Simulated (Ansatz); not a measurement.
# C3H4F (charge -1): rotation by 180° about the C1–C2 bond, part 2 of 2

How high is the barrier for the rotation by 180° about the C1–C2 bond? Relax the two ends, then run a nudged elastic band between them. SMILES of the start: C=C([CH2-])F.

Ansatz 0.2.0; RHF/def2-SVP.

### 6 Frequencies at the highest image

The geometry is the highest inner image of the first converged band.

The input, input.yaml:

```yaml
crystal:
  periodic: [false, false, false]
  atoms:
    - { symbol: C, position_ang: [-0.633265, 0.960725, 0.682773] }
    - { symbol: C, position_ang: [-0.118881, -0.125906, -0.154135] }
    - { symbol: C, position_ang: [1.108839, -0.638237, -0.233629] }
    - { symbol: F, position_ang: [-1.00716, -0.754418, -1.016884] }
    - { symbol: H, position_ang: [-1.49036, 0.543579, 1.248789] }
    - { symbol: H, position_ang: [-1.088929, 1.699838, -0.006504] }
    - { symbol: H, position_ang: [1.339891, -1.454903, -0.910752] }
    - { symbol: H, position_ang: [1.889866, -0.230668, 0.390352] }
total_charge: -1
basis:
  gaussian: { orbitals: def2-SVP }
hamiltonian:
  xc: hf
phonons: {}
```

On the command line:

```console
> ansatz run input.yaml --threads 1 --pin off --max-ram 2048MiB --backend cpu --events-out ev --progress --plain --runs-dir out
```

Standard output, cut to the lines that bear on the results:

```text
Warning: RAYON_NUM_THREADS=1 ignored (pool sized by the plan → 1); use --threads N
[...]
Functional definition: HF
[...]
857 factors; integrals over basis functions are off by at most 2.7e-4 eV
[...]
mean field -5852.89899436 eV, -215.0900708053 hartree, gradient 2.2e-5 eV, S^2 0.000000; 0 other end points of the search recorded, 0 dependent functions left out
[...]
reference -5852.89899436 eV, -215.0900708053 hartree; 16, 16 occupied and 60, 60 virtual orbitals, 857 factors
[...]
857 factors; integrals over basis functions are off by at most 2.7e-4 eV
[...]
mean field -5852.89887871 eV, -215.0900665551 hartree, gradient 2.0e-6 eV, S^2 0.000000; 0 other end points of the search recorded, 0 dependent functions left out
[...]
reference -5852.89887871 eV, -215.0900665551 hartree; 16, 16 occupied and 60, 60 virtual orbitals, 857 factors
[...]
857 factors; integrals over basis functions are off by at most 2.7e-4 eV
[...]
WARN: phonons: modes at or below zero, which the zero-point energy, F, S and C_V leave out: 1, the lowest at -299.28 cm⁻¹. A minimum has none, and a first-order saddle one
[...]
Total energy: -5852.89899436 eV, -215.0900708053 hartree
Atom 0 at    -0.633265     0.960725     0.682773 Å, force    -0.000677     0.002437    -0.003645 eV/Å
Atom 1 at    -0.118881    -0.125906    -0.154135 Å, force     0.001780    -0.004592     0.000891 eV/Å
Atom 2 at     1.108839    -0.638237    -0.233629 Å, force    -0.013106     0.009518     0.004431 eV/Å
Atom 3 at    -1.007160    -0.754418    -1.016884 Å, force     0.000193    -0.000379     0.000968 eV/Å
Atom 4 at    -1.490360     0.543579     1.248789 Å, force     0.002111    -0.000277    -0.001174 eV/Å
Atom 5 at    -1.088929     1.699838    -0.006504 Å, force    -0.000016    -0.000227     0.001878 eV/Å
Atom 6 at     1.339891    -1.454903    -0.910752 Å, force     0.004969    -0.003241    -0.004675 eV/Å
Atom 7 at     1.889866    -0.230668     0.390352 Å, force     0.004746    -0.003239     0.001327 eV/Å
Dipole moment:     0.110928    -0.639438    -0.553588 e Å
Vibrations: -299.28 454.31 518.25 576.01 823.82 872.33 898.68 923.27 986.78 1201.80 1224.16 1485.22 1532.70 1828.18 3016.32 3025.80 3275.70 3399.64 cm⁻¹, zero-point energy 1.614459 eV
```

Run time: 39 s. Hardware: 1 thread of Arm Neoverse V1, shared host; peak memory 0.12 GiB.

Of 18 modes, 1 is imaginary by more than 30 cm⁻¹ (299i cm⁻¹).

### 7 Another band, settings changed

crystal.atoms is end A as relaxed above, and neb.final_atoms is end B, turned to lie on A. With 1 inner images the band has 3 in all. The start path is listed, through a guess of the saddle.

The input, input.yaml:

```yaml
crystal:
  periodic: [false, false, false]
  atoms:
    - { symbol: C, position_ang: [-0.871789, 0.811459, 0.482174] }
    - { symbol: C, position_ang: [-0.209147, -0.225414, -0.138406] }
    - { symbol: C, position_ang: [1.119455, -0.544388, -0.318419] }
    - { symbol: F, position_ang: [-1.055226, -1.137505, -0.698281] }
    - { symbol: H, position_ang: [-1.953963, 0.837312, 0.48421] }
    - { symbol: H, position_ang: [-0.318514, 1.605662, 0.967834] }
    - { symbol: H, position_ang: [1.391521, -1.443563, -0.856226] }
    - { symbol: H, position_ang: [1.897663, 0.096447, 0.077124] }
total_charge: -1
basis:
  gaussian: { orbitals: def2-SVP }
hamiltonian:
  xc: hf
neb:
  order_check: false
  images: 1
  f_tol: 0.05
  max_iterations: 60
  climbing: false
  final_atoms:
    - { symbol: C, position_ang: [-0.87184, 0.81141605, 0.48224857] }
    - { symbol: C, position_ang: [-0.20901752, -0.22530673, -0.13835969] }
    - { symbol: C, position_ang: [1.11954853, -0.54435235, -0.31837167] }
    - { symbol: F, position_ang: [-1.05510261, -1.13735298, -0.69837704] }
    - { symbol: H, position_ang: [-0.31896501, 1.60578129, 0.96811378] }
    - { symbol: H, position_ang: [-1.95400851, 0.83709385, 0.48383215] }
    - { symbol: H, position_ang: [1.39143142, -1.44357181, -0.85617819] }
    - { symbol: H, position_ang: [1.8979537, 0.09630269, 0.07710209] }
  initial_path:
    images:
      - { positions_ang: [[-0.871789, 0.811459, 0.482174], [-0.209147, -0.225414, -0.138406], [1.119455, -0.544388, -0.318419], [-1.055226, -1.137505, -0.698281], [-1.953963, 0.837312, 0.48421], [-0.318514, 1.605662, 0.967834], [1.391521, -1.443563, -0.856226], [1.897663, 0.096447, 0.077124]] }
      - { positions_ang: [[-0.85352511, 0.80865733, 0.47767499], [-0.20457585, -0.17112035, -0.22371264], [1.09274645, -0.60686018, -0.22433958], [-1.03647578, -0.86501605, -1.13245871], [-1.33086173, 0.60498017, 1.42251731], [-0.89973911, 1.81554666, 0.09572256], [1.41347912, -1.42206293, -0.85247548], [1.81895203, -0.16411465, 0.43708156]] }
      - { positions_ang: [[-0.87184, 0.81141605, 0.48224857], [-0.20901752, -0.22530673, -0.13835969], [1.11954853, -0.54435235, -0.31837167], [-1.05510261, -1.13735298, -0.69837704], [-0.31896501, 1.60578129, 0.96811378], [-1.95400851, 0.83709385, 0.48383215], [1.39143142, -1.44357181, -0.85617819], [1.8979537, 0.09630269, 0.07710209]] }
```

On the command line:

```console
> ansatz run input.yaml --threads 1 --pin off --max-ram 2048MiB --backend cpu --events-out ev --progress --plain --runs-dir out
```

Standard output, cut to the lines that bear on the results:

```text
Warning: RAYON_NUM_THREADS=1 ignored (pool sized by the plan → 1); use --threads N
[...]
[... 1 set-up line as earlier in the session ...]
[...]
861 factors; integrals over basis functions are off by at most 3.6e-4 eV
[...]
mean field -5853.60621588 eV, -215.1160607170 hartree, gradient 2.0e-5 eV, S^2 0.000000; 0 other end points of the search recorded, 0 dependent functions left out
[...]
reference -5853.60621588 eV, -215.1160607170 hartree; 16, 16 occupied and 60, 60 virtual orbitals, 861 factors
861 factors; integrals over basis functions are off by at most 6.6e-4 eV
[...]
mean field -5853.60621360 eV, -215.1160606328 hartree, gradient 2.0e-5 eV, S^2 0.000000; 0 other end points of the search recorded, 0 dependent functions left out
[...]
reference -5853.60621360 eV, -215.1160606328 hartree; 16, 16 occupied and 60, 60 virtual orbitals, 861 factors
[...]
NEB iter   8: max|band force component| = 4.923e-2 eV/Å  barrier→ = 0.7074 eV  barrier← = 0.7074 eV  Δτ_max = 0.0000 Å  (56 SCF iters)
Total energy: -5852.89879914 eV, -215.0900636310 hartree
Atom 0 at    -0.632828     0.960506     0.683510 Å, force    -0.018520     0.038399    -0.006475 eV/Å
Atom 1 at    -0.117760    -0.123461    -0.155137 Å, force     0.027520    -0.048399     0.049360 eV/Å
Atom 2 at     1.109818    -0.636797    -0.233726 Å, force    -0.036485     0.001134    -0.010134 eV/Å
Atom 3 at    -1.007119    -0.752379    -1.014014 Å, force    -0.011542    -0.013180    -0.038181 eV/Å
Atom 4 at    -1.492474     0.541381     1.244978 Å, force     0.011569     0.000549    -0.005051 eV/Å
Atom 5 at    -1.088562     1.697780    -0.008145 Å, force    -0.000285     0.013446     0.014131 eV/Å
Atom 6 at     1.338934    -1.454532    -0.910394 Å, force     0.012494     0.001630    -0.002857 eV/Å
Atom 7 at     1.889992    -0.232488     0.392938 Å, force     0.015248     0.006421    -0.000792 eV/Å
Dipole moment:     0.109505    -0.640806    -0.555798 e Å
this run last wrote the band of iteration 8 to <dir>
```

It took 9.9 s on 1 thread of Arm Neoverse V1, shared host; peak memory 0.13 GiB.

### 8 What the band shows

Images 0 and 2 are the ends. Energies count from image 0; the path length is the program's own measure over all atoms.

```tsv
image	path (Å)	energy (eV)	dihedral H5–C1–C2–F4 (°)	band force (eV/Å)
0	0.000	0.0000	0	-
1	1.747	0.7074	55	0.049
2	3.493	0.0000	-180	-
```

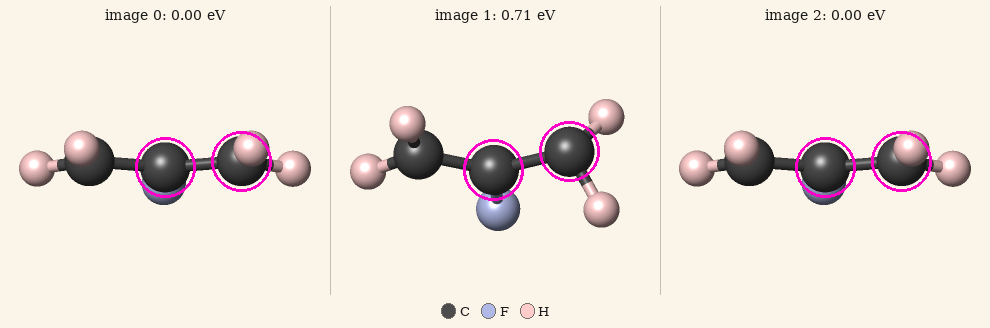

The images of the last band, seen from a free direction. Ringed: C1, C2. Sticks join atoms closer than a bonding distance in each image.

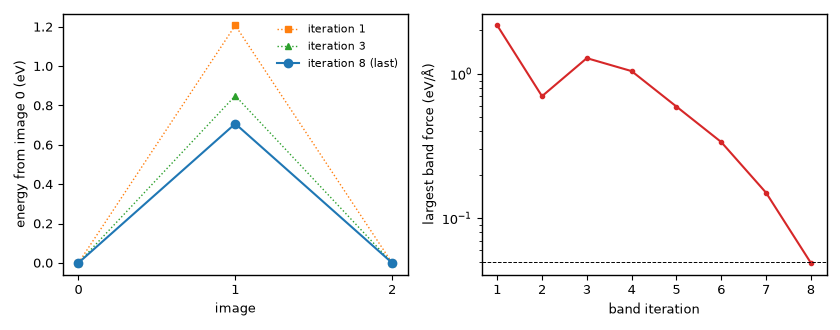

Left: energy of each image for early iterations and the last one (lines only join the points; early values far above the last band run off the scale). Right: the largest band force by iteration, with the threshold dashed.

### 9 Outcome

The summary covers parts 1 to 2.

```
                                quantity                                                                   value
                                   end A                                                 4 moves, 0.059 eV lower
                                   end B                                                 4 moves, 0.060 eV lower
            first band: barrier forwards                                                                 0.71 eV
           first band: barrier backwards                                                                 0.71 eV
first band: second end relative to first                                                                0.000 eV
               first band: highest image                                                   3 of 0 to 6, climbing
             first band: band iterations                                                                       9
              imaginary modes at the top                                                               299i cm⁻¹
                             second band  top 0.707 eV above image 0, 8 iterations, 1 inner image, none climbing
             time, first and second band                                                          45 s and 9.9 s
```

What this shows: In the first band: the top lies 0.71 eV above the first end, or 27 kT at room temperature, which at an assumed attempt frequency of 10^13 s⁻¹ means a rate near 10^1 s⁻¹. The two ends lie within 1 meV of each other. The listed dihedral goes from 0° at end A through 56° at the highest image to -180° at end B. One imaginary mode, as a first-order saddle point has. The second band's top agrees with the first's to 1 meV, so the changed settings hardly move the height. Zero-point energy and entropy are left out.
